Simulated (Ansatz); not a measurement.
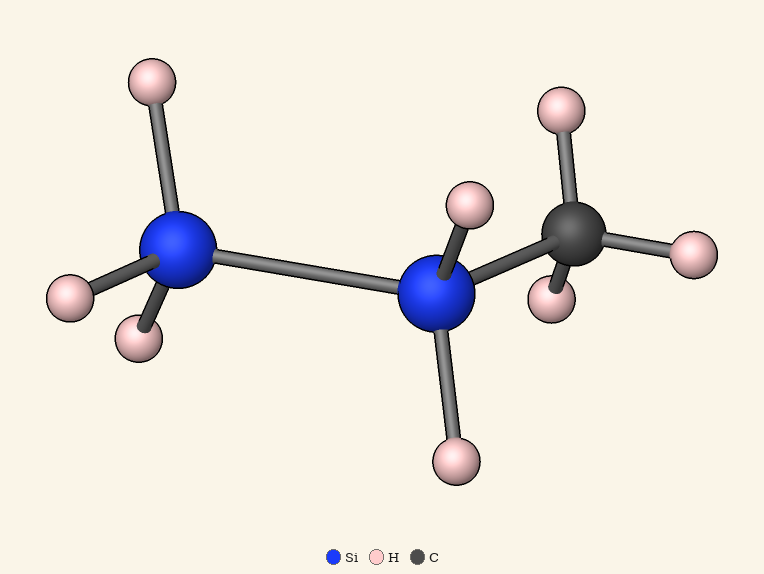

Harmonic vibrations computed with RKS PBE0-D4/def2-TZVP (Ansatz 0.2.0) at a stationary point of the same level.

### How many imaginary frequencies does it have?

A minimum: no imaginary frequency, and the lowest mode lies at 100 cm⁻¹.

### List the wavenumbers.

27 modes: 100, 141, 158, 350, 419, 485, 510, 665, 685, 726, 844, 887, 908, 931, 938, 947, 1276, 1452, 1452, 2199, 2202, 2209, 2217, 2222, 3054, 3140, 3141 cm⁻¹.
